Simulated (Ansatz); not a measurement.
# GaAs wire along [111], 38 atoms a period, H-terminated: bands by functional, part 2 of 2

Aim: is the GaAs wire along [111], 38 atoms a period, H-terminated a metal or a semiconductor?

Ansatz 0.2.0; DFT PBE, plane waves, PAW; relaxation of a wire's period; PAW set soft_1 (the session's first sound run).

So far: The structure; Relaxing the period.

### Step 2. Relaxing the period (continued)

The steps of the relaxation:

| step | energy less that of the first step (eV) | largest force component (eV/Å) | pressure (GPa) | volume (Å³) |
| --- | --- | --- | --- | --- |
| 1 | 0.0000 | 0.7528 | -0.35 | 3338.33 |
| 2 | -1.4686 | 0.4232 | -0.18 | 3337.31 |
| 3 | -1.6374 | 0.1223 | -0.03 | 3335.96 |
| 4 | -1.6490 | 0.0312 | 0.01 | 3337.94 |
| 5 | -1.6496 | 0.0524 | 0.00 | 3340.33 |
| 6 | -1.6506 | 0.0150 | 0.00 | 3340.25 |
| 7* | -1.6509 | 0.0150 | 0.00 | 3340.25 |

Relaxation steps marked * repeat the geometry before them on a plane-wave basis chosen anew for their cell, so energy and pressure can jump there.

Forces are held to the 2 operations that the run works with; a distortion that breaks them can't arise in this run.

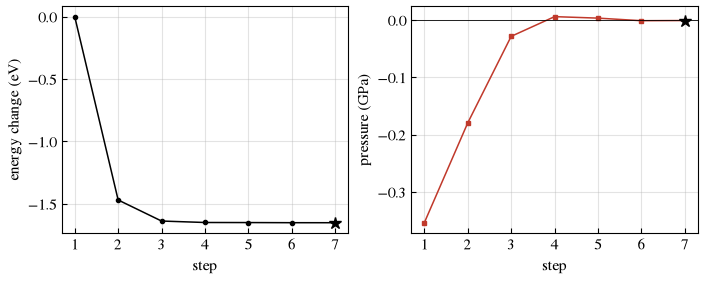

Energy and pressure along the relaxation. Stars mark steps on a basis chosen anew.

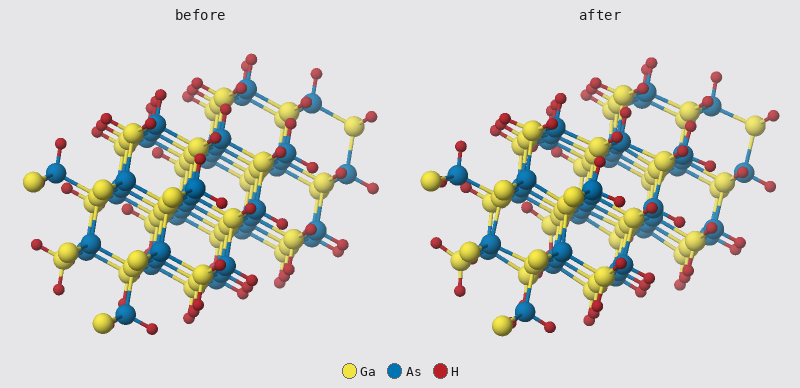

The structure before and after the relaxation, drawn at the same scale.

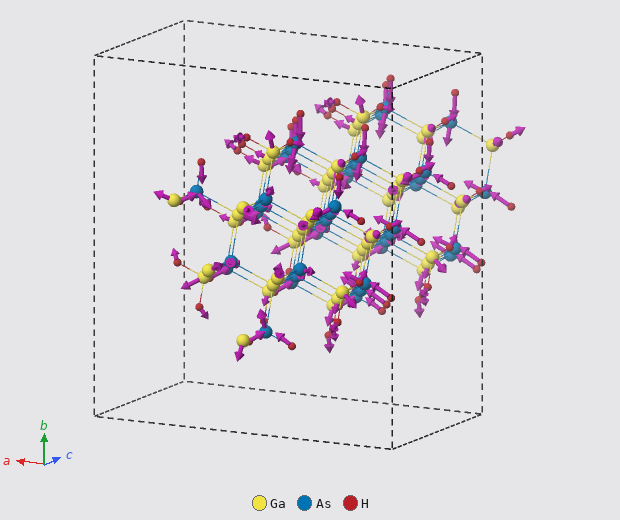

Displacements in the relaxation, exaggerated, measured against the changing cell; the longest in the cell stands for 0.19 Å. 1×1×2 cells are drawn. Some periodic images of atoms are drawn too.

| cell as run | before | after | change |
| --- | --- | --- | --- |
| c (Å) | 9.959 | 9.965 | +0.1 % |

The atoms that moved most (Å, along periodic axes as changes of fractional coordinates times the final cell, across vacuum about the mean position):

| atom | dx | dy | dz | length |
| --- | --- | --- | --- | --- |
| H40 | 0.164 | 0.095 | -0.002 | 0.189 |
| H42 | -0.164 | 0.095 | -0.002 | 0.189 |
| H41 | 0.000 | -0.189 | -0.002 | 0.189 |
| H60 | 0.157 | 0.087 | -0.012 | 0.180 |
| H65 | -0.157 | 0.087 | -0.012 | 0.180 |
| H64 | -0.154 | 0.093 | -0.012 | 0.180 |
| H61 | 0.154 | 0.093 | -0.012 | 0.180 |
| H63 | -0.004 | -0.179 | -0.012 | 0.180 |

This step gave:

```yaml
cell_length_along_the_wire: 9.965 Å
```

The cell's length comes to 9.965 Å with spin left out.

### Step 3. The wire at its relaxed period

This step: DFT PBE, plane waves, PAW; bands of a perfect wire; PAW set soft_1 (Ansatz 0.2.0).

At the relaxed period the bands are computed along the axis; those that cross an energy going forward count the channels that a perfect wire would open there.

File input.yaml:

```yaml
crystal:
  lattice:
    - [17.512, 0.0, 0.0]
    - [0.0, 19.141, 0.0]
    - [0.0, 0.0, 9.9650350924]
  atoms:
    - { symbol: Ga, position: [0.262344474, 0.626275877, 0.992566851] }
    - { symbol: Ga, position: [0.386086404, 0.440566778, 0.010459517] }
    - { symbol: Ga, position: [0.5, 0.621087625, 0.010450394] }
    - { symbol: As, position: [0.275738388, 0.61918893, 0.242603637] }
    - { symbol: As, position: [0.38108916, 0.437917807, 0.257965801] }
    - { symbol: As, position: [0.5, 0.263798139, 0.242593668] }
    - { symbol: As, position: [0.5, 0.626360642, 0.257962453] }
    - { symbol: As, position: [0.61891084, 0.437917807, 0.257965801] }
    - { symbol: As, position: [0.724261612, 0.61918893, 0.242603637] }
    - { symbol: H, position: [0.192041828, 0.421343957, 0.282062137] }
    - { symbol: H, position: [0.270885167, 0.296405134, 0.282078939] }
    - { symbol: H, position: [0.421158267, 0.78443669, 0.282088441] }
    - { symbol: H, position: [0.578841733, 0.78443669, 0.282088441] }
    - { symbol: H, position: [0.729114833, 0.296405134, 0.282078939] }
    - { symbol: H, position: [0.807958172, 0.421343957, 0.282062137] }
    - { symbol: H, position: [0.203102529, 0.5886164, 0.301502532] }
    - { symbol: H, position: [0.268343601, 0.692022107, 0.301514453] }
    - { symbol: H, position: [0.43474716, 0.221518393, 0.301467278] }
    - { symbol: H, position: [0.56525284, 0.221518393, 0.301467278] }
    - { symbol: H, position: [0.731656399, 0.692022107, 0.301514453] }
    - { symbol: H, position: [0.796897471, 0.5886164, 0.301502532] }
    - { symbol: Ga, position: [0.260541598, 0.374238265, 0.327162626] }
    - { symbol: Ga, position: [0.389747474, 0.558973007, 0.342804704] }
    - { symbol: Ga, position: [0.5, 0.384247722, 0.342791755] }
    - { symbol: Ga, position: [0.5, 0.753713058, 0.327195205] }
    - { symbol: Ga, position: [0.610252526, 0.558973007, 0.342804704] }
    - { symbol: Ga, position: [0.739458402, 0.374238265, 0.327162626] }
    - { symbol: As, position: [0.274772442, 0.38175905, 0.577323003] }
    - { symbol: As, position: [0.383498695, 0.562273447, 0.590428723] }
    - { symbol: As, position: [0.5, 0.377645535, 0.590421] }
    - { symbol: As, position: [0.5, 0.738687296, 0.577346256] }
    - { symbol: As, position: [0.616501305, 0.562273447, 0.590428723] }
    - { symbol: As, position: [0.725227558, 0.38175905, 0.577323003] }
    - { symbol: H, position: [0.190080667, 0.541624868, 0.616401708] }
    - { symbol: H, position: [0.306313157, 0.725823811, 0.616388387] }
    - { symbol: H, position: [0.383761962, 0.234712948, 0.61642893] }
    - { symbol: H, position: [0.616238038, 0.234712948, 0.61642893] }
    - { symbol: H, position: [0.693686843, 0.725823811, 0.616388387] }
    - { symbol: H, position: [0.809919333, 0.541624868, 0.616401708] }
    - { symbol: H, position: [0.204928573, 0.344864442, 0.635021661] }
    - { symbol: H, position: [0.5, 0.812469186, 0.635050004] }
    - { symbol: H, position: [0.795071427, 0.344864442, 0.635021661] }
    - { symbol: Ga, position: [0.264194466, 0.502358434, 0.662014568] }
    - { symbol: Ga, position: [0.383631525, 0.313079323, 0.662020503] }
    - { symbol: Ga, position: [0.380559592, 0.686766584, 0.662019948] }
    - { symbol: Ga, position: [0.5, 0.500731111, 0.669243254] }
    - { symbol: Ga, position: [0.619440408, 0.686766584, 0.662019948] }
    - { symbol: Ga, position: [0.616368475, 0.313079323, 0.662020503] }
    - { symbol: Ga, position: [0.735805534, 0.502358434, 0.662014568] }
    - { symbol: As, position: [0.27508743, 0.504055616, 0.912895798] }
    - { symbol: As, position: [0.390679747, 0.320867929, 0.912898354] }
    - { symbol: As, position: [0.384398476, 0.677289881, 0.912897198] }
    - { symbol: As, position: [0.5, 0.500737382, 0.920301842] }
    - { symbol: As, position: [0.615601524, 0.677289881, 0.912897198] }
    - { symbol: As, position: [0.609320253, 0.320867929, 0.912898354] }
    - { symbol: As, position: [0.72491257, 0.504055616, 0.912895798] }
    - { symbol: H, position: [0.188240439, 0.665397121, 0.948812328] }
    - { symbol: H, position: [0.5, 0.171395399, 0.948747421] }
    - { symbol: H, position: [0.811759561, 0.665397121, 0.948812328] }
    - { symbol: H, position: [0.204534974, 0.467082868, 0.967327439] }
    - { symbol: H, position: [0.320410361, 0.28344795, 0.967331674] }
    - { symbol: H, position: [0.384118855, 0.751677576, 0.967315705] }
    - { symbol: H, position: [0.615881145, 0.751677576, 0.967315705] }
    - { symbol: H, position: [0.679589639, 0.28344795, 0.967331674] }
    - { symbol: H, position: [0.795465026, 0.467082868, 0.967327439] }
    - { symbol: Ga, position: [0.5, 0.249670039, 0.992563085] }
    - { symbol: Ga, position: [0.613913596, 0.440566778, 0.010459517] }
    - { symbol: Ga, position: [0.737655526, 0.626275877, 0.992566851] }
kpoints:
  mp_grid: { grid: [1, 1, 9] }
  band_path: { path: ["Γ", Z], npoints: 90 }
scf:
  occupations: { method: fermi_dirac, width: 0.05 }
hamiltonian:
  xc: pbe
  pseudopotentials: { kind: paw, azcp: { folder: soft_1 } }
output:
  dos: { e_range: [-5, 4] }
  write_potential: true
  write_density: true
  volumetric_format: npy
```

Launch:

```
ansatz run input.yaml --threads 4 --pin off --max-ram 16384MiB --backend cpu --events-out ev --progress --plain --runs-dir out
```

Numbers of over 12 decimals in the logs are rounded to 6 here.

The log of the run:

```text
[...]
Crystal: 68 atoms, lattice volume = 3340.252 Å³
Basis set: ecut = 420 eV, 65301 PW (Γ)
Bands: 349, of which v1, the nominal top of the filled ones, is band 281 counted from 1 (280 counted from 0)
Symmetry: 2 space group operations
[...]
k-points: 5 of 9 (time reversal used)
[...]
SCF iter   1: F=—  HF=-164633.096125 eV  |F-HF|=—  |Δ(HF+E_count)|=         —  Δρ=3.23e-2  dr2=3.19e1  ethr=3.10e-3  ⟨swp⟩=6.2  Hψ=7136  notcnv=0  defer=95
[...]
SCF iter  11: F=-164623.789234 eV  HF=-164623.789234 eV  |F-HF|=3.20e-10  |Δ(HF+E_count)|=   3.83e-7  Δρ=7.91e-7  dr2=4.78e-8  ethr=1.78e-11  ⟨swp⟩=13.0  Hψ=8780  notcnv=0
SCF 1 converged in 11 iterations: F = -164623.789234 eV  dr2 = 4.78e-8
[...]
NSCF: frozen V_eff on 91 k-points
WARN: pass on a band path, mesh or list of k-points: the 91 k-points are solved 2 at a time at the most, because the 14.40 GiB of host memory that the pass is priced against does not hold them all with the solver's workspace as planned. The pass can take longer, above all where fewer k-points are solved at a time than the run has threads. As a rule a larger memory budget leaves room for more at once. The budget is what a run with no `--max-ram-frac` typed is planned for, 0.8 of the host's memory or its container's limit. More memory there lifts it, and so does a share over 0.88 that is typed (of such a share the budget is ten elevenths): [rest of the remark cut]
WARN: The output density's exchange-correlation potential varies sharply where the density is thin. Do not read a vacuum level from v_tot or v_xc, or from such a field of the output density. On a cell that repeats whose density bears no net charge and no dipole along the vacuum's axis use v_es (v_loc + v_h of the components); under efield.dipole_correction with no amplitude use v_es + v_field, which holds any externa [...]
SCF converged after 11 iterations
Free energy (F): -164623.789234 eV
[...]
Internal energy: -164623.789234 eV  (E = F + TS)
E sigma→0 (E₀):  -164623.789234 eV
Fermi energy:    -0.713045 eV
[...]
--- Band table (eV; the first three rows and the last of 5) ---
  k-point 0: bands = [... 277 lower, -2.4343, -2.2913, -2.2911, -1.8734, 0.5076, 0.7008, 0.9193, 0.9209, ... 64 higher]
  k-point 1: bands = [... 277 lower, -2.4493, -2.2860, -2.2857, -1.9587, 0.5385, 0.7349, 0.8650, 0.8673, ... 64 higher]
  k-point 2: bands = [... 277 lower, -2.4897, -2.2904, -2.2900, -2.1901, 0.6154, 0.7533, 0.7554, 0.7668, ... 64 higher]
  k-point 4: bands = [... 277 lower, -2.4862, -2.4858, -2.3661, -2.3656, 0.5239, 0.6350, 0.6362, 0.8948, ... 64 higher]
```

It took 52 min on 4 threads of Intel Xeon Platinum 8375C at 2.90GHz (Ice Lake), shared host; peak memory 13 GiB; 3.4 h of CPU time.

Numbers from this step:

```
band gap : 2.381 eV
```

The electronic bands at the labelled points (eV, zero at the Fermi level; v1 is the highest filled band, c1 the lowest empty one):

| point | v4 | v3 | v2 | v1 | c1 | c2 | c3 | c4 |
| --- | --- | --- | --- | --- | --- | --- | --- | --- |
| Γ | -1.72 | -1.58 | -1.58 | -1.16 | 1.22 | 1.41 | 1.63 | 1.63 |
| Z | -1.76 | -1.76 | -1.66 | -1.66 | 1.22 | 1.34 | 1.35 | 1.63 |

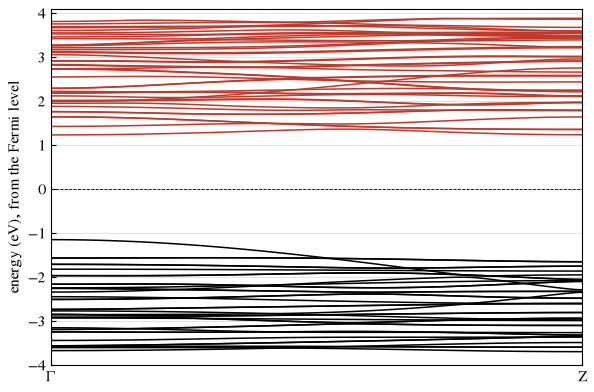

Electronic bands along the path; lines of filled and empty bands in two colours.

The gap is 2.38 eV, with spin left out.

On this path the gap is direct, 2.38 eV, with the valence top at Γ and the conduction bottom at Γ.

### Step 4. Another level of theory, cutoff 500 eV, k-mesh 1×1×7

This step: DFT r2SCAN, plane waves, PAW; bands of a perfect wire at the PBE geometry; PAW set soft_1 (Ansatz 0.2.0).

The atoms stay at the PBE geometry and the functional changes. r2SCAN also reads the kinetic-energy density; it often gives larger moments and wider gaps than PBE, at a higher cost. Against the first PBE run of this kind, the cutoff is 500 eV against 420 and the mesh along the wire has 7 points against 9.

Edit input.yaml of step 3 so:

```diff
@@ -75,3 +75,3 @@
 kpoints:
-  mp_grid: { grid: [1, 1, 9] }
+  mp_grid: { grid: [1, 1, 7] }
   band_path: { path: ["Γ", Z], npoints: 90 }
@@ -80,8 +80,3 @@
 hamiltonian:
-  xc: pbe
+  xc: r2scan
   pseudopotentials: { kind: paw, azcp: { folder: soft_1 } }
-output:
-  dos: { e_range: [-5, 4] }
-  write_potential: true
-  write_density: true
-  volumetric_format: npy
```

The log of the run:

```text
[...]
Crystal: 68 atoms, lattice volume = 3340.252 Å³
Basis set: ecut = 500 eV, 84799 PW (Γ), exchange–correlation on 512×576×300 points (64 copies of the dense FFT grid, shifted against one another)
Bands: 349, of which v1, the nominal top of the filled ones, is band 281 counted from 1 (280 counted from 0)
Symmetry: 2 space group operations
[...]
k-points: 4 of 7 (time reversal used)
[...]
SCF iter   1: F=—  HF=-164932.278944 eV  |F-HF|=—  |Δ(HF+E_count)|=         —  Δρ=3.22e-2  dr2=3.02e1  dr2_τ=2.74e-1  ethr=3.10e-3  ⟨swp⟩=6.0  Hψ=5436  notcnv=0  defer=99
[...]
SCF iter  11: F=-164927.030375 eV  HF=-164927.030375 eV  |F-HF|=1.81e-8  |Δ(HF+E_count)|=   2.88e-7  Δρ=5.49e-7  dr2=9.65e-9  dr2_τ=2.23e-10  ethr=1.78e-11  ⟨swp⟩=13.8  Hψ=7052  notcnv=0
SCF 1 converged in 11 iterations: F = -164927.030375 eV  dr2 = 9.65e-9
[...]
SCF converged after 11 iterations
Free energy (F): -164927.030375 eV
[...]
Internal energy: -164927.030375 eV  (E = F + TS)
E sigma→0 (E₀):  -164927.030375 eV
Fermi energy:    -0.729457 eV
[...]
--- Band table (eV) ---
  k-point 0: bands = [... 277 lower, -2.6685, -2.5273, -2.5271, -2.0900, 0.7183, 0.8261, 1.0338, 1.0347, ... 64 higher]
  k-point 1: bands = [... 277 lower, -2.6980, -2.5202, -2.5200, -2.2301, 0.7582, 0.8795, 0.9782, 0.9797, ... 64 higher]
  k-point 2: bands = [... 277 lower, -2.7599, -2.5937, -2.5419, -2.5415, 0.8123, 0.8547, 0.8559, 0.9160, ... 64 higher]
  k-point 3: bands = [... 277 lower, -2.7348, -2.7345, -2.5996, -2.5992, 0.7035, 0.7867, 0.7876, 1.0232, ... 64 higher]
```

It took 84 min on 4 threads; peak memory 13 GiB.

Numbers from this step:

```yaml
band_gap: 2.773 eV
```

The electronic bands at the labelled points (eV, zero at the Fermi level; v1 is the highest filled band, c1 the lowest empty one):

| point | v4 | v3 | v2 | v1 | c1 | c2 | c3 | c4 |
| --- | --- | --- | --- | --- | --- | --- | --- | --- |
| Γ | -1.94 | -1.80 | -1.80 | -1.36 | 1.45 | 1.56 | 1.76 | 1.76 |
| Z | -1.99 | -1.99 | -1.89 | -1.89 | 1.41 | 1.51 | 1.51 | 1.78 |

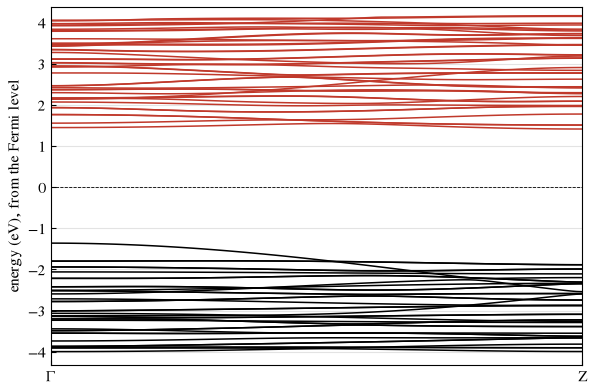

Electronic bands along the path; lines of filled and empty bands in two colours.

The gap is 2.77 eV, against 2.38 eV under PBE at the relaxed period.

### Step 5. What came out

| Quantity | Value |
| --- | --- |
| cell length, PBE | 9.965 Å |
| gap, PBE | 2.38 eV |
| gap, r2SCAN | 2.77 eV |

Under PBE the cell's length is 9.97 Å, and a gap of 2.38 eV makes it a semiconductor. At the relaxed period the wire is gapped under every functional, from 2.38 eV (PBE) to 2.77 eV (r2SCAN). Weak screening in one dimension makes quasiparticle gaps larger than the semilocal gaps, as a rule. Plain hydrogen on a compound's surface is a simple closure: it may leave surface states, and facets that end in unlike atoms put a field across the wire, both of which shrink the gap.

[Logs are printed without paths, hosts, clocks, repeated set-up lines and the standing remarks that a program may print on its own settings, such as how far it seeks lower states.]

[Hosts, paths, dates, database ids (printed as entryN), source tags and the programs' standing remarks are cut or masked in the printed files.]
